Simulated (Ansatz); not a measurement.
FHOSi2 (SMILES F/[Si]=[O+]/[SiH]) (charge +1, doublet)

Input

```
crystal:
  periodic: [false, false, false]
  atoms:
    - symbol: F
      position_ang: [-2.110445, -1.115819, -1.363448]
    - symbol: O
      position_ang: [0.277090, -1.015048, -0.554300]
    - symbol: Si
      position_ang: [-0.689333, -1.480456, -1.993083]
    - symbol: Si
      position_ang: [1.098563, -0.607019, 0.733493]
    - symbol: H
      position_ang: [1.744014, -1.755851, 1.485246]
basis:
  gaussian:
    orbitals: def2-TZVPD
total_charge: 1
magnetization:
  spin_polarized: true
  initial_magnetization: 1
hamiltonian:
  xc: {name: PBE0}
output: {forces: true, orbitals: {seedname: orbitals}}
```

Run with:

```sh
ansatz run input.yaml --threads 1 --pin off --max-ram 2610MiB --events-out events.jsonl --progress --plain --runs-dir runs
```

Geometry: B3LYP/6-31G*.

Method: isolated molecule in a Gaussian basis; Kohn-Sham density functional theory, functional PBE0 in Ansatz 0.2.0.

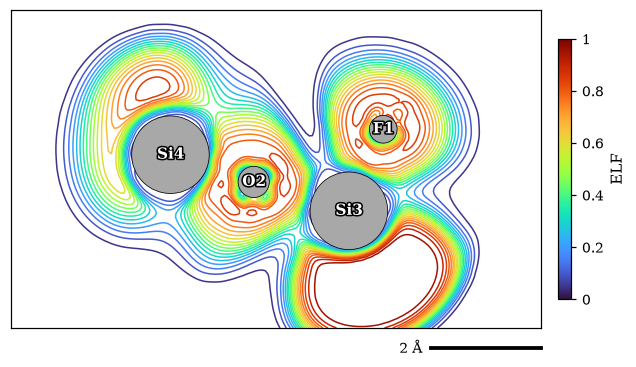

Figure 1. ELF on the plane of atoms F1, Si3 and O2. Grey discs cover the atomic cores.

Read the bonding off the picture.

Answer.
- The section cuts through F, O and Si sites.
- Si–O (1.58 Å): the ELF peaks at about 0.85 between the atoms (a polar covalent bond).
- Si–F (1.60 Å): the ELF peaks at about 0.85 in the valence shell of F, 0.6 Å from its nucleus, and is about 0.50 at the midpoint.
- Si–O (1.79 Å): the ELF peaks at about 0.85 between the atoms; a polar covalent bond.
- The ELF also peaks beside Si3, O2, F1 and Si4, away from the bonds: non-bonding electrons, paired or unpaired.

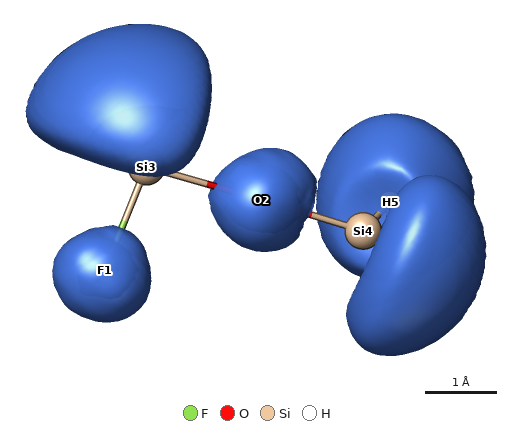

Figure 2. Isosurface of the ELF at 0.8 (blue), seen at a tilt. Core shells and regions of very low density are left out.

Identify the bonds, lone pairs and shells in this picture.

Answer. The surface consists of one region around a hydrogen nucleus, two lobes on Si, pointing away from the bonds (non-bonding electrons), one region wrapped around F (its lone pairs, merged into a ring or cap) and one region wrapped around O (its lone pairs, merged into a ring or cap).

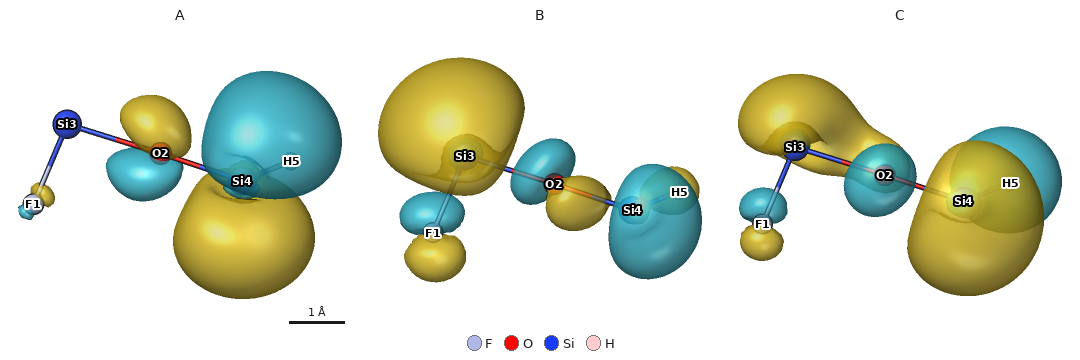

Figure 3. Three frontier orbitals at ±0.1 Å⁻³ᐟ² (yellow and cyan are the two phases), in no order.

Which picture is the HOMO−1, the HOMO and the LUMO? All are α orbitals.

Answer. C is the HOMO−1 (α) (−14.01 eV). Its weight (Hirshfeld) is mainly on Si4 (about 55 %), H5 (about 15 %), Si3 (about 15 %) and O2 (about 10 %). B is the HOMO (α) (−13.10 eV). Its weight (Hirshfeld) is mainly on Si3 (about 65 %), Si4 (about 15 %), O2 (about 10 %) and F1 (about 10 %). A is the LUMO (α) (−8.70 eV). It lies mainly on Si4 (about 80 %) and O2 (about 10 %).

What is the gap between the highest occupied and lowest empty α orbitals?

Answer. 4.40 eV between the orbital energies.
